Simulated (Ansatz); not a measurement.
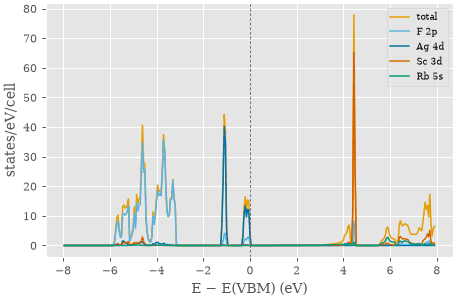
Figure: Total and projected density of states of Rb$_{2}$ScAgF$_{6}$ in space group Fm-3m (No. 225; Rb on 8c, Sc on 4a, Ag on 4b, F on 24e), LDA in the plane-wave PAW code Ansatz

Problem. Which orbitals carry the states next to the gap?

Solution. Top 1 eV of the valence band: Ag 4d 81 %, F 2p 16 %. Bottom 1 eV of the conduction band: Rb 5s 38 %, Ag 5s 31 %, F 2s 13 %, F 2p 8 %. Projections are on Löwdin-orthogonalised atomic valence shells; empty p or d shells of many metals are not among them.

Problem. Where is the tallest occupied peak in this window, and what makes it?

Solution. Near -1.1 eV, about 44 states/eV per cell; the largest projected share is Ag 4d.

The first step of the workflow began from a Materials Project structure, measured or hypothetical; the Crystallography Open Database copy checked does not list it. Its standing as an ambient phase is unchecked. The LDA relaxation kept the symmetry of its start. At this level the phase is dynamically unstable (imaginary phonons). No spin polarisation was allowed. Scalar-relativistic: spin–orbit coupling is off unless named, which matters more the heavier the elements.

Potentials: the later of the program's two PAW sets.
